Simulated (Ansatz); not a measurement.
# SiH4 + GeH3 radical: a complex and its separated parts, part 2 of 2

Ansatz 0.2.0, Gaussian basis.

### Step 13. CAM-B3LYP-D4/def2-TZVPP

The inputs:

parta/in.yaml

```yaml
crystal:
  periodic: [false, false, false]
  atoms:
    - {symbol: H, position_ang: [0.139566, -0.670541, 0.449265]}
    - {symbol: Si, position_ang: [0.367670, -1.885331, 1.271874]}
    - {symbol: H, position_ang: [1.522173, -2.642895, 0.726311]}
    - {symbol: H, position_ang: [0.654535, -1.487430, 2.673231]}
    - {symbol: H, position_ang: [-0.845589, -2.740505, 1.238722]}
basis:
  gaussian: {orbitals: def2-TZVPP}
hamiltonian: {xc: {name: CAM-B3LYP}, dispersion: d4}
```

partb/in.yaml

```yaml
crystal:
  periodic: [false, false, false]
  atoms:
    - {symbol: Ge, position_ang: [-0.399701, 2.068925, -1.397055]}
    - {symbol: H, position_ang: [-0.909616, 1.611878, -2.775437]}
    - {symbol: H, position_ang: [-1.458867, 2.911738, -0.664478]}
    - {symbol: H, position_ang: [0.929728, 2.834262, -1.522435]}
basis:
  gaussian: {orbitals: def2-TZVPP}
magnetization: {spin_polarized: true, initial_magnetization: 1}
hamiltonian: {xc: {name: CAM-B3LYP}, dispersion: d4}
```

One command serves all of them, each in its own folder.

Command:

```
$ ansatz run in.yaml --threads 4 --pin off --events-out ev --progress --plain --max-ram 9574MiB
```

parta printed (excerpt; [...] marks lines left out):

```text
Functional definition: CAM-B3LYP
  name "CAM-B3LYP"
  cite "Yanai, Tew & Handy, Chem. Phys. Lett. 393, 51 (2004) doi:10.1016/j.cplett.2004.06.011"
  cite "Iikura, Tsuneda, Yanai & Hirao, J. Chem. Phys. 115, 3540 (2001) doi:10.1063/1.1383587"
  cite "Becke, Phys. Rev. A 38, 3098 (1988) doi:10.1103/PhysRevA.38.3098"
  cite "Lee, Yang & Parr, Phys. Rev. B 37, 785 (1988) doi:10.1103/PhysRevB.37.785"
[...]
  # Exact exchange under (alpha + beta erf(omega r))/r, Becke's under what is left of 1/r.
[...]
527 factors; their error is unknown
147 factors; integrals over basis functions are off by at most 1.2e-5 eV
[...]
mean field -7942.76488191 eV, -291.8912256109 hartree, gradient 9.0e-6 eV, S^2 0.000000; 0 other end points of the search recorded, 0 dependent functions left out
reference -7942.76498438 eV, -291.8912293766 hartree; 9, 9 occupied and 89, 89 virtual orbitals, 527 factors
Total energy: -7942.79915383 eV, -291.8924850805 hartree
```

Output in partb (excerpt; [...] marks lines left out):

```text
[... 6 set-up lines as earlier in the session ...]
[...]
  # Exact exchange under (alpha + beta erf(omega r))/r, Becke's under what is left of 1/r.
[...]
566 factors; their error is unknown
144 factors; integrals over basis functions are off by at most 1.0e-5 eV
[...]
mean field -56568.80748938 eV, -2078.8653315198 hartree, gradient 1.2e-5 eV, S^2 0.751510; 0 other end points of the search recorded, 0 dependent functions left out
reference -56568.80758464 eV, -2078.8653350207 hartree; 18, 17 occupied and 72, 73 virtual orbitals, 566 factors
Total energy: -56568.83467404 eV, -2078.8663305375 hartree
```

Times: 0.45 s (parta), 0.75 s (partb) on 4 threads of Intel Xeon Platinum 8259CL at 2.50GHz, shared host.

### Step 14. wB97X-V/def2-TZVPP

The same edit goes into each in.yaml of step 13 (parta, partb):

```diff
-hamiltonian: {xc: {name: CAM-B3LYP}, dispersion: d4}
+hamiltonian: {xc: {name: wB97X-V}}
```

Each run has its own folder and the same command.

Command:

```
$ ansatz run in.yaml --threads 4 --pin off --events-out ev --progress --plain --max-ram 9574MiB
```

parta printed (excerpt; [...] marks lines left out):

```text
Functional definition: wB97X-V
  name "wB97X-V"
  cite "Mardirossian & Head-Gordon, Phys. Chem. Chem. Phys. 16, 9904 (2014) doi:10.1039/C3CP54374A"
[... 2 set-up lines as earlier in the session ...]
[...]
      + integral(e_c_pw_opposite_spin*poly(b97_u_opposite, cos0, cos1)) + vv10(b, c)
527 factors; their error is unknown
136 factors; integrals over basis functions are off by at most 1.1e-5 eV
[...]
mean field -7941.38119459 eV, -291.8403760398 hartree, gradient 2.9e-5 eV, S^2 0.000000; 0 other end points of the search recorded, 0 dependent functions left out
reference -7941.38119285 eV, -291.8403759759 hartree; 9, 9 occupied and 89, 89 virtual orbitals, 527 factors
Total energy: -7941.38119285 eV, -291.8403759759 hartree
```

Log of partb (excerpt; [...] marks lines left out):

```text
[... 5 set-up lines as earlier in the session ...]
[...]
      + integral(e_c_pw_opposite_spin*poly(b97_u_opposite, cos0, cos1)) + vv10(b, c)
566 factors; their error is unknown
127 factors; integrals over basis functions are off by at most 3.3e-5 eV
[...]
mean field -56560.28968415 eV, -2078.5523079512 hartree, gradient 2.3e-5 eV, S^2 0.751430; 0 other end points of the search recorded, 0 dependent functions left out
reference -56560.28968333 eV, -2078.5523079212 hartree; 18, 17 occupied and 72, 73 virtual orbitals, 566 factors
Total energy: -56560.28968333 eV, -2078.5523079212 hartree
```

Wall times: 1.1 s (parta), 1.6 s (partb) on 4 threads of Intel Xeon Platinum 8259CL at 2.50GHz, shared host.

### Step 15. wB97M-V/def2-TZVPP

Each input of step 14 (parta, partb) changes in the same lines:

```diff
-hamiltonian: {xc: {name: wB97X-V}}
+hamiltonian: {xc: {name: wB97M-V}}
```

One command serves all of them, each in its own folder.

Command:

```
$ ansatz run in.yaml --threads 4 --pin off --events-out ev --progress --plain --max-ram 9574MiB
```

Log of parta (excerpt; [...] marks lines left out):

```text
Functional definition: wB97M-V
  name "wB97M-V"
  cite "Mardirossian & Head-Gordon, J. Chem. Phys. 144, 214110 (2016) doi:10.1063/1.4952647"
[... 2 set-up lines as earlier in the session ...]
  # Of w^i u^j: cxij and so on, Table III.
[...]
  gx(w, u) = 1 - cx + cx01*u + cx10*w
[...]
      + integral(e_c_pw_mod_opposite_spin*gos(b97_w_opposite, b97_u_opposite)) + vv10(b, c)
527 factors; their error is unknown
136 factors; integrals over basis functions are off by at most 1.1e-5 eV
[...]
mean field -7941.54392366 eV, -291.8463562229 hartree, gradient 4.9e-5 eV, S^2 0.000000; 0 other end points of the search recorded, 0 dependent functions left out
reference -7941.54396605 eV, -291.8463577807 hartree; 9, 9 occupied and 89, 89 virtual orbitals, 527 factors
Total energy: -7941.54396605 eV, -291.8463577807 hartree
```

partb printed (excerpt; [...] marks lines left out):

```text
[... 5 set-up lines as earlier in the session ...]
  # Of w^i u^j: cxij and so on, Table III.
[...]
  gx(w, u) = 1 - cx + cx01*u + cx10*w
[...]
      + integral(e_c_pw_mod_opposite_spin*gos(b97_w_opposite, b97_u_opposite)) + vv10(b, c)
563 factors; their error is unknown
127 factors; integrals over basis functions are off by at most 3.3e-5 eV
[...]
mean field -56562.00172026 eV, -2078.6152241178 hartree, gradient 7.8e-5 eV, S^2 0.751249; 0 other end points of the search recorded, 0 dependent functions left out
reference -56562.00175404 eV, -2078.6152253593 hartree; 18, 17 occupied and 72, 73 virtual orbitals, 563 factors
Total energy: -56562.00175404 eV, -2078.6152253593 hartree
```

Times: 0.95 s (parta), 1.6 s (partb) on 4 threads of Intel Xeon Platinum 8259CL at 2.50GHz, shared host.

### Step 16. B2PLYP/def2-TZVPP

The same edit goes into each in.yaml of step 15 (parta, partb):

```diff
-hamiltonian: {xc: {name: wB97M-V}}
+hamiltonian: {xc: {name: B2PLYP}}
```

The same command starts each run, in its folder.

Command:

```
$ ansatz run in.yaml --threads 4 --pin off --events-out ev --progress --plain --max-ram 9574MiB
```

Log of parta (excerpt; [...] marks lines left out):

```text
Functional definition: B2PLYP
  name "B2PLYP"
  cite "Grimme, J. Chem. Phys. 124, 034108 (2006) doi:10.1063/1.2148954"
[... 2 set-up lines as earlier in the session ...]
[...]
537 factors; integrals over basis functions are off by at most 8.2e-4 eV
[...]
mean field -7937.89718431 eV, -291.7123410235 hartree, gradient 2.5e-6 eV, S^2 0.000000; 0 other end points of the search recorded, 0 dependent functions left out
5 core orbitals not correlated: weight in the atoms' cores, before any rotation towards them, 1.000 or more for the frozen orbitals, at most 0.000 for the correlated occupied ones
reference -7937.89731746 eV, -291.7123459167 hartree; 4, 4 occupied and 89, 89 virtual orbitals, 537 factors
second order -4.78243585 eV of doubles, -0.00000000 eV of singles
Total energy: -7939.18857514 eV, -291.7597987612 hartree
```

Output in partb (excerpt; [...] marks lines left out):

```text
[... 5 set-up lines as earlier in the session ...]
[...]
544 factors; integrals over basis functions are off by at most 1.1e-3 eV
[...]
mean field -56553.13535123 eV, -2078.2893910657 hartree, gradient 6.0e-6 eV, S^2 0.752337; 0 other end points of the search recorded, 0 dependent functions left out
9 core orbitals not correlated: weight in the atoms' cores, before any rotation towards them, 1.000 or more for the frozen orbitals, at most 0.000 for the correlated occupied ones
reference -56553.13547604 eV, -2078.2893956526 hartree; 9, 8 occupied and 72, 73 virtual orbitals, 544 factors
second order -8.32054588 eV of doubles, -0.00000000 eV of singles
Total energy: -56555.38202343 eV, -2078.3719547463 hartree
```

They took 0.55 s (parta), 0.8 s (partb) on 4 threads of Intel Xeon Platinum 8259CL at 2.50GHz, shared host.

### Step 17. PBE-QIDH/def2-TZVPP

Each input of step 16 (parta, partb) changes in the same lines:

```diff
-hamiltonian: {xc: {name: B2PLYP}}
+hamiltonian: {xc: {name: PBE-QIDH}}
```

One command serves all of them, each in its own folder.

Command:

```
$ ansatz run in.yaml --threads 4 --pin off --events-out ev --progress --plain --max-ram 9574MiB
```

Log of parta (excerpt; [...] marks lines left out):

```text
Functional definition: PBE-QIDH
  name "PBE-QIDH"
  cite "Brémond, Sancho-García, Pérez-Jiménez & Adamo, J. Chem. Phys. 141, 031101 (2014) doi:10.1063/1.4890314"
[... 1 set-up line as earlier in the session ...]
[...]
537 factors; integrals over basis functions are off by at most 8.2e-4 eV
[...]
mean field -7935.34606843 eV, -291.6185892442 hartree, gradient 4.7e-6 eV, S^2 0.000000; 0 other end points of the search recorded, 0 dependent functions left out
5 core orbitals not correlated: weight in the atoms' cores, before any rotation towards them, 1.000 or more for the frozen orbitals, at most 0.000 for the correlated occupied ones
reference -7935.34607901 eV, -291.6185896328 hartree; 4, 4 occupied and 89, 89 virtual orbitals, 537 factors
second order -4.44769068 eV of doubles, -0.00000000 eV of singles
Total energy: -7936.82864257 eV, -291.6730728386 hartree
```

partb printed (excerpt; [...] marks lines left out):

```text
[... 4 set-up lines as earlier in the session ...]
[...]
544 factors; integrals over basis functions are off by at most 1.1e-3 eV
[...]
mean field -56546.82055639 eV, -2078.0573266356 hartree, gradient 2.6e-6 eV, S^2 0.753487; 0 other end points of the search recorded, 0 dependent functions left out
9 core orbitals not correlated: weight in the atoms' cores, before any rotation towards them, 1.000 or more for the frozen orbitals, at most 0.000 for the correlated occupied ones
reference -56546.82056588 eV, -2078.0573269845 hartree; 9, 8 occupied and 72, 73 virtual orbitals, 544 factors
second order -7.71241673 eV of doubles, -0.00000000 eV of singles
Total energy: -56549.39137145 eV, -2078.1518023468 hartree
```

Times: 0.55 s (parta), 0.8 s (partb) on 4 threads of Intel Xeon Platinum 8259CL at 2.50GHz, shared host.

### Step 18. RPA on PBE/def2-TZVPP

Each input of step 17 (parta, partb) changes in the same lines:

```diff
-hamiltonian: {xc: {name: PBE-QIDH}}
+hamiltonian: {xc: pbe}
+correlation: {method: rpa}
```

The same command starts each run, in its folder.

Command:

```
$ ansatz run in.yaml --threads 4 --pin off --events-out ev --progress --plain --max-ram 9574MiB
```

Log of parta (excerpt; [...] marks lines left out):

```text
[... 4 set-up lines as earlier in the session ...]
[...]
537 factors; integrals over basis functions are off by at most 8.2e-4 eV
[...]
mean field -7938.15288902 eV, -291.7217379981 hartree, gradient 4.5e-6 eV, S^2 0.000000; 0 other end points of the search recorded, 0 dependent functions left out
5 core orbitals not correlated: weight in the atoms' cores, before any rotation towards them, 1.000 or more for the frozen orbitals, at most 0.000 for the correlated occupied ones
reference -7925.04970148 eV, -291.2402047377 hartree; 4, 4 occupied and 89, 89 virtual orbitals, 537 factors
Total energy: -7933.57984287 eV, -291.5536816521 hartree
```

Output in partb (excerpt; [...] marks lines left out):

```text
[... 4 set-up lines as earlier in the session ...]
[...]
544 factors; integrals over basis functions are off by at most 1.1e-3 eV
[...]
mean field -56556.73722770 eV, -2078.4217575846 hartree, gradient 4.2e-7 eV, S^2 0.751793; 0 other end points of the search recorded, 0 dependent functions left out
9 core orbitals not correlated: weight in the atoms' cores, before any rotation towards them, 1.000 or more for the frozen orbitals, at most 0.000 for the correlated occupied ones
reference -56519.15047636 eV, -2077.0404699499 hartree; 9, 8 occupied and 72, 73 virtual orbitals, 544 factors
Total energy: -56530.95287146 eV, -2077.4741999699 hartree
```

They took 0.5 s (parta), 0.7 s (partb) on 4 threads of Intel Xeon Platinum 8259CL at 2.50GHz, shared host.

### Step 19. CCSD(T)/def2-TZVPP

Edit parta/in.yaml of step 18 so:

```diff
@@ -10,3 +10,2 @@
   gaussian: {orbitals: def2-TZVPP}
-hamiltonian: {xc: pbe}
-correlation: {method: rpa}
+correlation: {method: ccsd_t}
```

Edit partb/in.yaml of step 18 so:

```diff
@@ -10,3 +10,3 @@
 magnetization: {spin_polarized: true, initial_magnetization: 1}
-hamiltonian: {xc: pbe}
-correlation: {method: rpa}
+correlation: {method: ccsd_t}
+scf: {omitted_lower_state_checks: [cluster_reference]}
```

Each run has its own folder and the same command.

Command:

```
$ ansatz run in.yaml --threads 4 --pin off --events-out ev --progress --plain --max-ram 9574MiB
```

Output in parta (excerpt; [...] marks lines left out):

```text
Functional definition: HF
  name "HF"
  cite "Fock, Z. Phys. 61, 126 (1930) doi:10.1007/BF01340294"
[... 1 set-up line as earlier in the session ...]
[...]
537 factors; integrals over basis functions are off by at most 8.2e-4 eV
[...]
mean field -7925.54413655 eV, -291.2583748914 hartree, gradient 1.8e-6 eV, S^2 0.000000; 0 other end points of the search recorded, 0 dependent functions left out
5 core orbitals not correlated: weight in the atoms' cores, before any rotation towards them, 1.000 or more for the frozen orbitals, at most 0.000 for the correlated occupied ones
reference -7925.54413655 eV, -291.2583748914 hartree; 4, 4 occupied and 89, 89 virtual orbitals, 537 factors
second order -3.90715092 eV of doubles, -0.00000000 eV of singles
cycle   1  -4.49744173 eV  change   -5.9e-1 eV  update   5.5e-2
[...]
cycle   8  -4.71919228 eV  change   -5.9e-7 eV  update   3.7e-6
perturbative correction -0.10445287 eV, -0.0038385720 hartree
Total energy: -7930.36778170 eV, -291.4356405810 hartree
```

Log of partb (excerpt; [...] marks lines left out):

```text
[... 4 set-up lines as earlier in the session ...]
[...]
544 factors; integrals over basis functions are off by at most 1.1e-3 eV
[...]
mean field -56519.92378984 eV, -2077.0688886964 hartree, gradient 2.0e-6 eV, S^2 0.754852; 0 other end points of the search recorded, 0 dependent functions left out
[...]
reference -56519.92378984 eV, -2077.0688886964 hartree; 9, 8 occupied and 72, 73 virtual orbitals, 544 factors
second order -6.81054976 eV of doubles, -0.00000000 eV of singles
cycle   1  -6.93065477 eV  change   -1.2e-1 eV  update   7.0e-2
[...]
cycle   9  -7.26234730 eV  change    4.4e-6 eV  update   1.4e-5
perturbative correction -0.21716957 eV, -0.0079808346 hartree
Total energy: -56527.40330672 eV, -2077.3437558718 hartree
Checks for a lower state left out: cluster_reference
```

Wall times: 0.65 s (parta), 2.2 s (partb) on 4 threads of Intel Xeon Platinum 8259CL at 2.50GHz, shared host.

### Step 20. Vibrations of SiH4

Contents of vib-parta/in.yaml:

```yaml
crystal:
  periodic: [false, false, false]
  atoms:
    - {symbol: H, position_ang: [0.139566, -0.670541, 0.449265]}
    - {symbol: Si, position_ang: [0.367670, -1.885331, 1.271874]}
    - {symbol: H, position_ang: [1.522173, -2.642895, 0.726311]}
    - {symbol: H, position_ang: [0.654535, -1.487430, 2.673231]}
    - {symbol: H, position_ang: [-0.845589, -2.740505, 1.238722]}
basis:
  gaussian: {orbitals: def2-TZVP}
hamiltonian: {xc: pbe0, dispersion: d4}
phonons: {temperatures: {t_min: 298.15, t_max: 900, t_step: 200}}
```

Command:

```
$ ansatz run in.yaml --threads 4 --pin off --events-out ev --progress --plain --max-ram 9574MiB
```

What it wrote (excerpt; [...] marks lines left out):

```text
[... 5 set-up lines as earlier in the session ...]
[...]
444 factors; their error is unknown
[...]
mean field -7939.08540061 eV, -291.7560071669 hartree, gradient 2.9e-5 eV, S^2 0.000000; 0 other end points of the search recorded, 0 dependent functions left out
[...]
Atom 2 at     1.522173    -2.642895     0.726311 Å, force     0.000127    -0.000034    -0.000103 eV/Å
Atom 3 at     0.654535    -1.487430     2.673231 Å, force     0.000028     0.000102     0.000135 eV/Å
Atom 4 at    -0.845589    -2.740505     1.238722 Å, force    -0.000157    -0.000053    -0.000042 eV/Å
Dipole moment:    -0.000001     0.000009    -0.000007 e Å
Vibrations: 906.76 906.76 906.77 968.56 968.56 2235.42 2245.07 2245.08 2245.09 cm⁻¹, zero-point energy 0.844833 eV
```

Wall time 3.4 s (4 threads of Intel Xeon Platinum 8259CL at 2.50GHz, shared host).

The modes, with what each moves most:

| mode | wavenumber (cm⁻¹) | character |
| --- | --- | --- |
| 1 | 907 | bend |
| 2 | 907 | bend |
| 3 | 907 | bend |
| 4 | 969 | bend |
| 5 | 969 | bend |
| 6 | 2235 | Si–H stretch |
| 7 | 2245 | Si–H stretch |
| 8 | 2245 | Si–H stretch |
| 9 | 2245 | Si–H stretch |

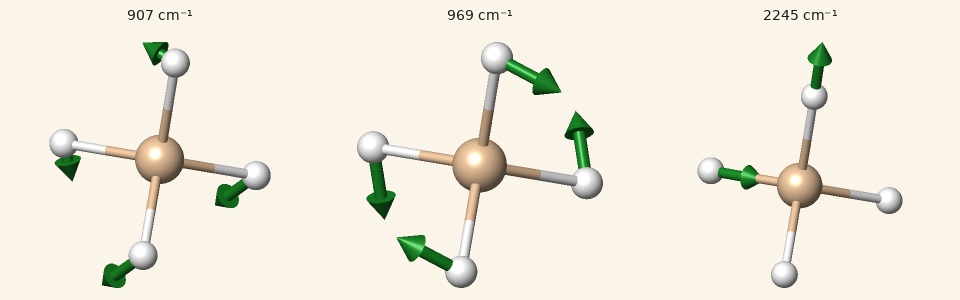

How the atoms move in 3 of the modes.

Vibrational sums (real modes only):

| T (K) | entropy (J/mol/K) | heat capacity (J/mol/K) |
| --- | --- | --- |
| 298 | 2.6 | 9.7 |
| 498 | 11.5 | 25.7 |
| 698 | 22.2 | 38.0 |
| 898 | 32.9 | 47.1 |

### Step 21. Vibrations of GeH3 radical

Contents of vib-partb/in.yaml:

```yaml
crystal:
  periodic: [false, false, false]
  atoms:
    - {symbol: Ge, position_ang: [-0.399701, 2.068925, -1.397055]}
    - {symbol: H, position_ang: [-0.909616, 1.611878, -2.775437]}
    - {symbol: H, position_ang: [-1.458867, 2.911738, -0.664478]}
    - {symbol: H, position_ang: [0.929728, 2.834262, -1.522435]}
basis:
  gaussian: {orbitals: def2-TZVP}
magnetization: {spin_polarized: true, initial_magnetization: 1}
hamiltonian: {xc: pbe0, dispersion: d4}
phonons: {temperatures: {t_min: 298.15, t_max: 900, t_step: 200}}
```

Command:

```
$ ansatz run in.yaml --threads 4 --pin off --events-out ev --progress --plain --max-ram 9574MiB
```

What it wrote (excerpt; [...] marks lines left out):

```text
[... 5 set-up lines as earlier in the session ...]
[...]
533 factors; their error is unknown
[...]
mean field -56558.31508505 eV, -2078.4797427727 hartree, gradient 5.9e-5 eV, S^2 0.752138; 0 other end points of the search recorded, 0 dependent functions left out
[...]
Atom 1 at    -0.909616     1.611878    -2.775437 Å, force     0.000381     0.000655     0.001088 eV/Å
Atom 2 at    -1.458867     2.911738    -0.664478 Å, force     0.000873    -0.000481    -0.000812 eV/Å
Atom 3 at     0.929728     2.834262    -1.522435 Å, force    -0.001254    -0.000431    -0.000026 eV/Å
Dipole moment:     0.001240    -0.005956     0.003991 e Å
Vibrations: 694.21 854.97 855.02 2110.69 2151.27 2151.27 cm⁻¹, zero-point energy 0.546612 eV
```

Wall time 5 s (4 threads of Intel Xeon Platinum 8259CL at 2.50GHz, shared host).

The modes, with what each moves most:

| mode | wavenumber (cm⁻¹) | character |
| --- | --- | --- |
| 1 | 694 | bend |
| 2 | 855 | bend |
| 3 | 855 | bend |
| 4 | 2111 | Ge–H stretch |
| 5 | 2151 | Ge–H stretch |
| 6 | 2151 | Ge–H stretch |

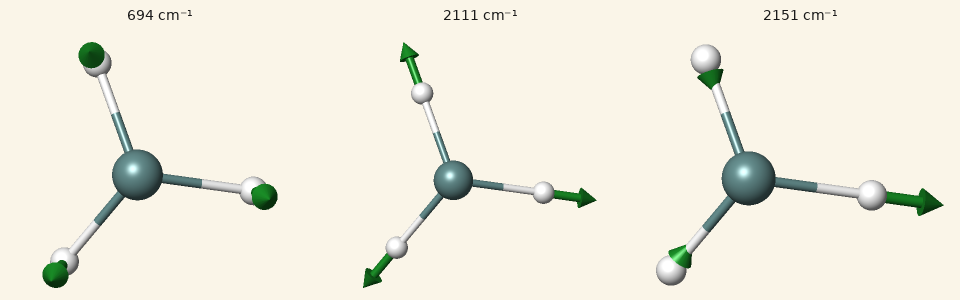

Displacements of 3 modes, as arrows.

Vibrational sums (real modes only):

| T (K) | entropy (J/mol/K) | heat capacity (J/mol/K) |
| --- | --- | --- |
| 298 | 2.7 | 8.3 |
| 498 | 9.4 | 18.2 |
| 698 | 16.9 | 26.0 |
| 898 | 24.2 | 31.9 |

### Step 22. Complex less separated parts

The complex's own energies come from single points at the same levels.

Rows are in def2-TZVPP; times add the 3 runs of a level on a shared host, so small differences are noise.

| method | rung | complex less parts (eV) | from CCSD(T) (eV) | time |
| --- | --- | --- | --- | --- |
| SPW92 | LDA | -0.0547 | -0.0491 | 1.6 s |
| PBE-D4 | GGA | -0.0352 | -0.0296 | 2.8 s |
| BLYP-D4 | GGA | -0.0269 | -0.0213 | 3.3 s |
| r2SCAN-D4 | meta-GGA | -0.0126 | -0.0070 | 5.1 s |
| B97M-V | meta-GGA | -0.0300 | -0.0244 | 8 s |
| PBE0-D4 | hybrid | -0.0257 | -0.0201 | 3.2 s |
| B3LYP-D4 | hybrid | -0.0250 | -0.0194 | 3.2 s |
| r2SCAN0-D4 | hybrid | -0.0158 | -0.0102 | 5.3 s |
| BHLYP-D4 | hybrid | -0.0197 | -0.0141 | 3.3 s |
| CAM-B3LYP-D4 | range-separated hybrid | -0.0202 | -0.0146 | 4 s |
| wB97X-V | range-separated hybrid | -0.0104 | -0.0048 | 8.6 s |
| wB97M-V | range-separated hybrid | -0.0090 | -0.0034 | 9.1 s |
| B2PLYP | double hybrid | 0.0056 | +0.0112 | 4.7 s |
| PBE-QIDH | double hybrid | -0.0006 | +0.0050 | 4.6 s |
| RPA on PBE | RPA | 0.0078 | +0.0134 | 3.8 s |
| Hartree-Fock | wavefunction | 0.0435 | +0.0491 |  |
| MP2 | wavefunction | -0.0025 | +0.0031 |  |
| CCSD | wavefunction | -0.0003 | +0.0053 |  |
| CCSD(T) | wavefunction | -0.0056 | 0 | 74 s |

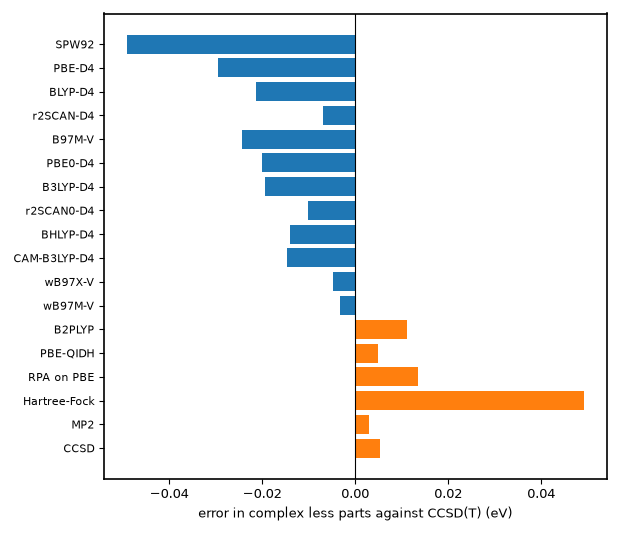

Error of each method against CCSD(T).

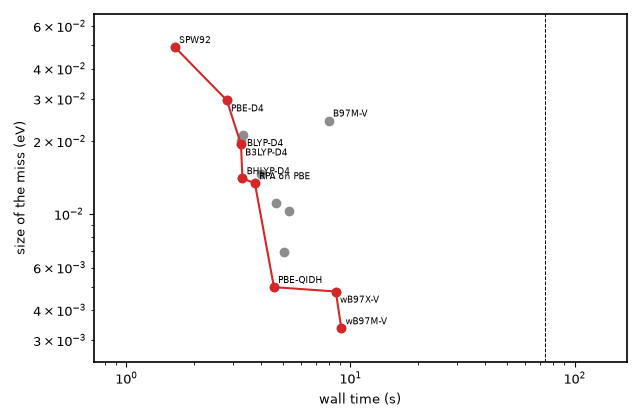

Accuracy for the time spent; red marks the levels that beat every quicker one drawn (of those quicker than the yardstick), and the dashed line is the time of CCSD(T). Only those levels and the largest misses are named. Times are from a shared host.

wB97M-V reaches 0.0034 eV from the reference in 9.1 s, where CCSD(T) took 74 s; the quickest level in the cost chart, SPW92, takes 1.6 s and misses by 0.0491 eV.

The complex's zero-point energy, from a separate PBE0-D4 run, is 1.393 eV.

### Step 23. Outcome

This closing draws on all 2 parts.

| quantity | value |
| --- | --- |
| complex less parts, CCSD(T)/def2-TZVPP | -0.0056 eV |
| with zero-point energy | -0.0038 eV |
| largest T1 diagnostic | 0.012 |

At CCSD(T) the complex lies 0.0056 eV below its parts. Among the functionals wB97M-V lands nearest to CCSD(T) (-0.0034 eV) and SPW92 farthest (-0.0491 eV). Mean unsigned error by rung: LDA 0.0491, GGA 0.0254, meta-GGA 0.0157, hybrid 0.0160, range-separated hybrid 0.0076, double hybrid 0.0081 eV. PBE-D4 gives a relative energy 0.0296 eV too low, an error of 529 % of the reference. The complex's frequency run has imaginary modes: the structure is no minimum, so both the energy and the zero-point correction are in doubt. No counterpoise was applied, and triple zeta lacks some correlation, so the CCSD(T) reference has a basis error of its own, and close matches with it are partly luck.
